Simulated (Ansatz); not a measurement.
# Ligand exchange: CH2BrF + BH2Cl → CH2ClF + BH2Br

Species: CH2BrF (bromofluoromethane) `FCBr`, singlet; BH2Cl `BCl`, singlet; CH2ClF (chlorofluoromethane) `FCCl`, singlet; BH2Br `BBr`, singlet. The partners trade Br for Cl: C–Br and B–Cl bonds give way to C–Cl and B–Br.

Shapes, held fixed at every level: PBE0-D4/def2-TZVP. Programs: Ansatz 0.2.0. The zero-point and thermal change to 298 K, harmonic and unscaled (PBE0-D4/def2-TZVP), is +0.1 kJ/mol.

```csv
level,kind,ΔH(298 K) (kJ/mol),less CCSD(T)/def2-TZVPP
HF/def2-SVP,Hartree–Fock,+11.9,0.0
B3LYP-D4/def2-TZVPP,global hybrid,+14.1,+2.2
B2PLYP/def2-TZVPP,double hybrid,+13.1,+1.2
MP2/def2-TZVPP,perturbation theory,+12.2,+0.3
CCSD/def2-SVP,coupled cluster or CI,+14.2,+2.3
CCSD/def2-TZVPP,coupled cluster or CI,+11.6,-0.3
CCSD(T)/def2-TZVPP,coupled cluster or CI,+11.9,0.0
```

The highest level, CCSD(T)/def2-TZVPP, gives ΔH(298 K) = +11.9 kJ/mol; the levels span +11.6 to +14.2. The column of differences is taken from that level and isn't an error. No measured value is set beside it here. Relativity is left out for Br unless named. Correlated rows may include outer-core shells of Br, which these sets cover unevenly.

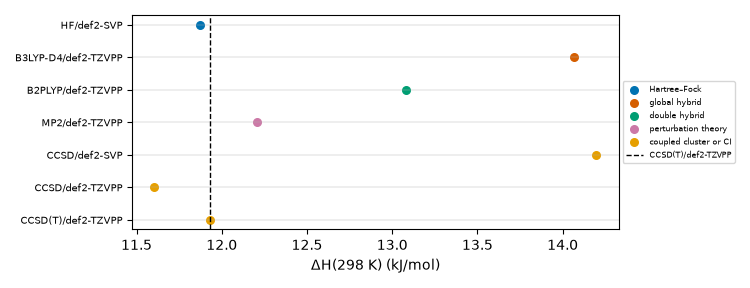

The values of the table, level by level.
